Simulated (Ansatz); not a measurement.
**BCaO (doublet): density, localisation and related maps**

The calculation's input:

```
basis:
  gaussian: {orbitals: def2-TZVPD}
crystal:
  periodic: [false, false, false]
  atoms:
    - symbol: B
      position_ang: [0.000000, 0.000000, -0.452642]
    - symbol: Ca
      position_ang: [0.000000, 0.000000, 2.119312]
    - symbol: O
      position_ang: [0.000000, 0.000000, -1.666671]
total_charge: 0
output: {forces: true, orbitals: {seedname: orbitals}}
hamiltonian: {xc: {name: PBE0}}
magnetization: {spin_polarized: true, initial_magnetization: 1}
```

Run with:

```sh
ansatz run input.yaml --threads 1 --pin off --max-ram 2610MiB --events-out events.jsonl --progress --plain --runs-dir runs
```

Geometry: PBE0-D3(BJ)/pcseg-1.

Method: isolated molecule in a Gaussian basis; Kohn-Sham density functional theory, functional PBE0 (Ansatz).

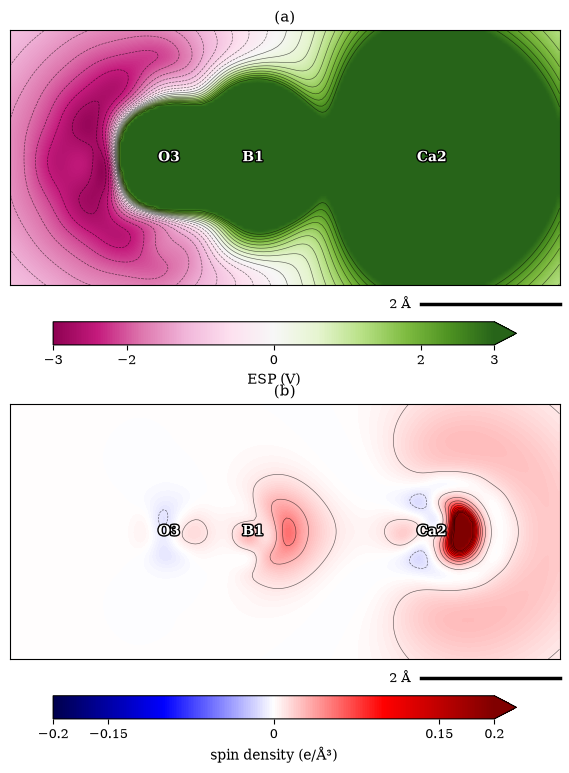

Figure 1. (a) molecular electrostatic potential; (b) spin density on a plane that holds the molecular axis.

What does the map show?

Answer. The plane passes through B, Ca and O nuclei.
The unpaired spin (1 electron) lies mostly on Ca2 (about 0.9), in electrons by Hirshfeld's partition.
Outside the dense part of the molecule the potential is most negative (−2.9 V) near O3.

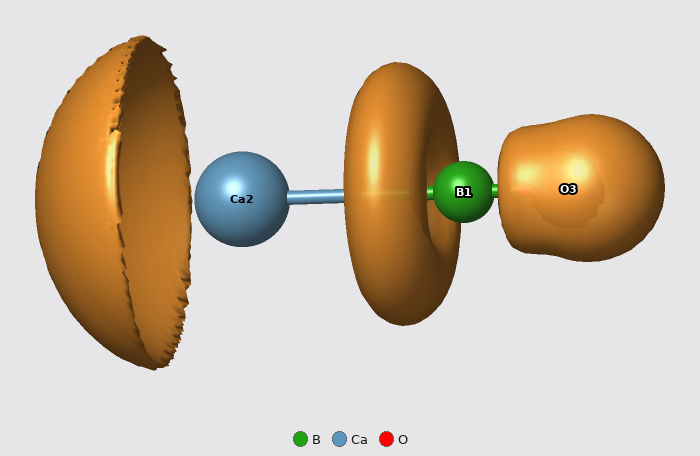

Figure 2. Isosurface of the electron localisation function at 0.75 (orange), seen from one side. Only the valence region is drawn (cores and ρ < 0.01 e/Å³ removed).

Where are the electrons localised?

Answer. The surface consists of one lobe of the valence shell of B pointing towards Ca (polar bonds), one region on O in which the atom's valence shell and bonds are merged and one region wrapped around Ca (its valence shell). Profiles from the grid: B–O (1.21 Å): the ELF peaks at about 0.85 between the atoms: a polar covalent bond. Ca–B (2.57 Å): the ELF peaks at about 1 in the valence shell of B, 0.8 Å from its nucleus, and is about 0.50 at the midpoint.

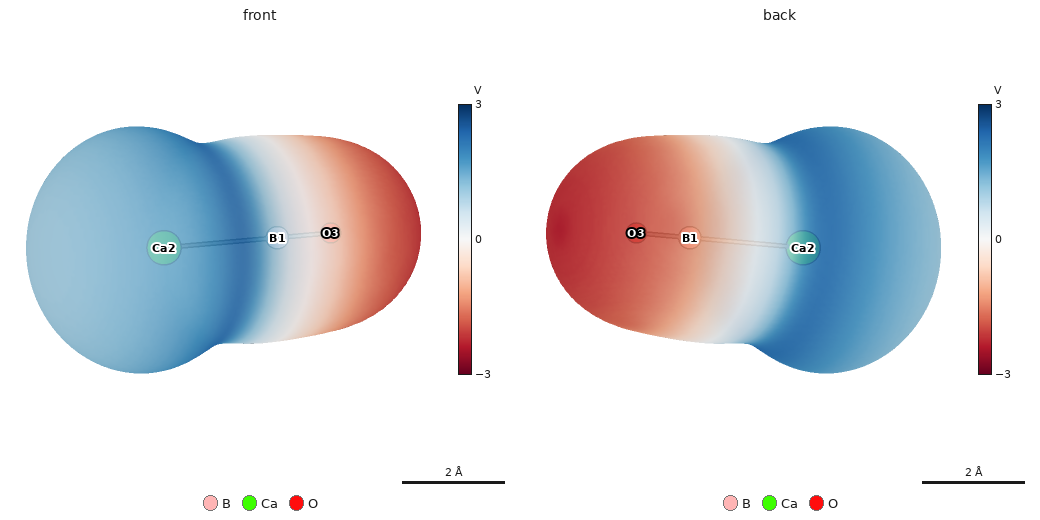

Figure 3. The electrostatic potential painted on the density surface at 0.001 e/bohr³, seen from the front and from behind; the colour scale runs from red (negative) to blue (positive).

Which sites attract a positive test charge, and which a negative one?

Answer. A positive charge is drawn to the negative regions and a negative charge to the positive ones. The most negative region (about −2.3 V, or −53 kcal/mol for a unit charge) lies over O3, the most positive (about +2.3 V, or +53 kcal/mol for a unit charge) over Ca2. O3 is the likeliest acceptor of a hydrogen bond.
